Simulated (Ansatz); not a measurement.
## Run report: C₂H₆BClS, single-point calculation

The run: single-point calculation of C₂H₆BClS, SMILES CCB(S)Cl. Method and program: RKS B97M-V/def2-TZVPP (Ansatz 0.2.0).

The geometry comes from this level: PBE0-D4/def2-TZVP. Figures and captions count atoms from 1; the log counts them from 0 in places.

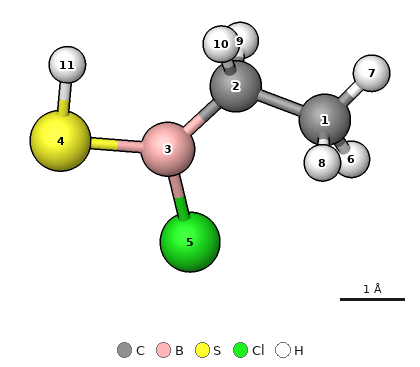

Fig. 1: The structure (ball-and-stick view, seen at a tilt; atoms are numbered from 1 in the order of the input).

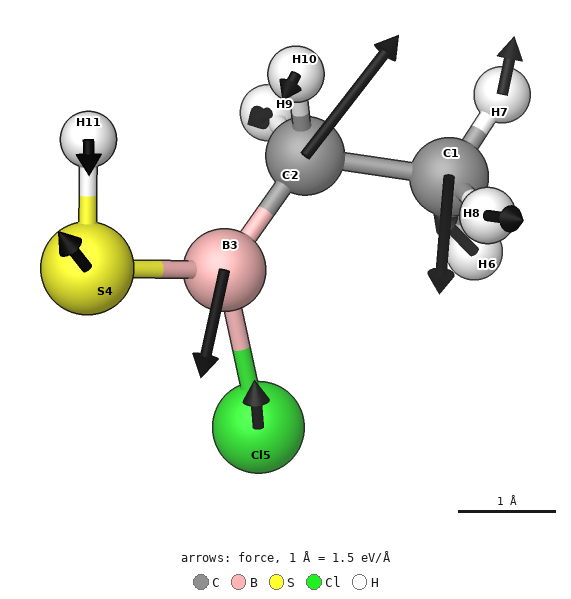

Fig. 2: Forces on the atoms as black arrows (ball-and-stick view, seen at a tilt; atoms are numbered from 1 in the order of the input). The largest act on C2 (2.45 eV/Å); C1 (2.10 eV/Å); B3 (1.76 eV/Å); H6 (1.06 eV/Å), among others. The geometry is not a stationary point of this energy.

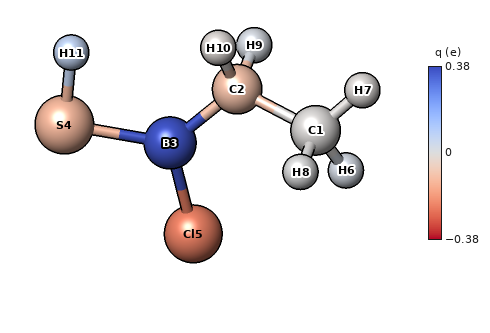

Fig. 3: Mulliken charges, as the colour of each atom (ball-and-stick view, seen at a tilt; atoms are numbered from 1 in the order of the input). By element: C −0.10 to 0.00, B +0.36, S −0.12, Cl −0.23 and H −0.01 to +0.07 e.

These pictures come from the run below.

### The input
```yaml
crystal:
  periodic: [false, false, false]
  atoms:
    - {symbol: C, position_ang: [-1.010559, -0.313909, -1.044494]}
    - {symbol: C, position_ang: [0.080370, -0.483905, 0.011277]}
    - {symbol: B, position_ang: [0.811158, 0.746617, 0.466352]}
    - {symbol: S, position_ang: [1.440349, 1.035417, 2.089561]}
    - {symbol: Cl, position_ang: [1.202266, 2.081811, -0.699510]}
    - {symbol: H, position_ang: [-0.675566, 0.185874, -1.989837]}
    - {symbol: H, position_ang: [-1.476876, -1.210185, -1.366909]}
    - {symbol: H, position_ang: [-1.740254, 0.358232, -0.666208]}
    - {symbol: H, position_ang: [0.794161, -1.205147, -0.377471]}
    - {symbol: H, position_ang: [-0.367878, -1.070493, 0.824224]}
    - {symbol: H, position_ang: [1.040820, -0.155328, 2.622095]}
basis:
  gaussian: {orbitals: def2-TZVPP}
hamiltonian: {xc: {name: B97M-V}}
output: {forces: true}
```

Run as:
```bash
ansatz run in.yaml --threads 4 --pin off --events-out ev --progress --plain --max-ram 10444MiB
```

### What the program printed
```
Functional definition: B97M-V
  name "B97M-V"
  cite "Mardirossian & Head-Gordon, J. Chem. Phys. 142, 074111 (2015) doi:10.1063/1.4907719"
  cite "Becke, J. Chem. Phys. 107, 8554 (1997) doi:10.1063/1.475007"
  cite "Vydrov & Van Voorhis, J. Chem. Phys. 133, 244103 (2010) doi:10.1063/1.3521275"
  # Of w^i u^j: cxij and so on, Table III.
  parameter cx00 = 1.000
  parameter cx01 = 1.308
  parameter cx02 = 1.901
  parameter cx10 = 0.416
  parameter cx11 = 3.070
  parameter css00 = 1.000
  parameter css02 = -1.855
  parameter css10 = -5.668
  parameter css32 = -20.497
  parameter css42 = -20.364
  parameter cos00 = 1.000
  parameter cos01 = 1.573
  parameter cos03 = -6.298
  parameter cos10 = 2.535
  parameter cos32 = -6.427
  parameter b = 6.0
  parameter c = 0.01
  gx(w, u) = cx00 + cx01*u + cx02*u^2 + (cx10 + cx11*u)*w
  gss(w, u) = css00 + css02*u^2 + css10*w + (css32*w^3 + css42*w^4)*u^2
  gos(w, u) = cos00 + cos01*u + cos03*u^3 + cos10*w + cos32*w^3*u^2
  exchange = spin_sum(e_x_unif_s*gx(b97_w, b97_u_x))
  correlation = spin_sum(e_c_pw_mod_same_spin*gss(b97_w, b97_u_same))
      + integral(e_c_pw_mod_opposite_spin*gos(b97_w_opposite, b97_u_opposite)) + vv10(b, c)
1461 factors; their error is unknown
mean field evaluation 1: about -26194.3636 eV, gradient 6.4e1 eV
mean field evaluation 2: about -26178.3445 eV, gradient 9.8e1 eV
mean field evaluation 4: about -26204.5354 eV, gradient 7.6e0 eV
mean field evaluation 8: about -26204.6806 eV, gradient 2.9e-1 eV
mean field evaluation 16: about -26204.6464 eV, gradient 1.0e-2 eV
mean field -26204.64641536 eV, -963.0029936171 hartree, gradient 6.3e-5 eV, S^2 0.000000; 0 other end points of the search recorded, 0 dependent functions left out
the calculation of the forces begins
reference -26204.64647514 eV, -963.0029958142 hartree; 28, 28 occupied and 233, 233 virtual orbitals, 1461 factors
Total energy: -26204.64647514 eV, -963.0029958142 hartree
Atom 0 at    -1.010559    -0.313909    -1.044494 Å, force     1.009189     1.421027    -1.173046 eV/Å
Atom 1 at     0.080370    -0.483905     0.011277 Å, force    -1.298225    -1.937992    -0.755631 eV/Å
Atom 2 at     0.811158     0.746617     0.466352 Å, force     0.785965     1.510964    -0.452440 eV/Å
Atom 3 at     1.440349     1.035417     2.089561 Å, force     0.057857    -0.435460     0.719449 eV/Å
Atom 4 at     1.202266     2.081811    -0.699510 Å, force    -0.262610    -0.606364     0.479197 eV/Å
Atom 5 at    -0.675566     0.185874    -1.989837 Å, force     0.130848    -0.463610     0.949035 eV/Å
Atom 6 at    -1.476876    -1.210185    -1.366909 Å, force    -0.326775    -0.873040     0.115455 eV/Å
Atom 7 at    -1.740254     0.358232    -0.666208 Å, force    -0.889157     0.349528     0.309418 eV/Å
Atom 8 at     0.794161    -1.205147    -0.377471 Å, force     0.495456     0.058441    -0.140428 eV/Å
Atom 9 at    -0.367878    -1.070493     0.824224 Å, force     0.172599     0.442437     0.136062 eV/Å
Atom 10 at     1.040820    -0.155328     2.622095 Å, force     0.124853     0.534069    -0.187069 eV/Å
Dipole moment:    -0.181339    -0.448314     0.135490 e Å
```

### Summary

- outcome: converged
- total energy: −26204.6465 eV
- SCF solution under orbital rotations: stable
- largest force (length of the vector): 2.452 eV/Å
- dipole moment: 2.41 D
- hardware: 4 threads of Arm Neoverse V1, 23 GiB of memory available, shared host
- wall time: 11 s (CPU time 42 s)
- peak memory: 0.45 GiB
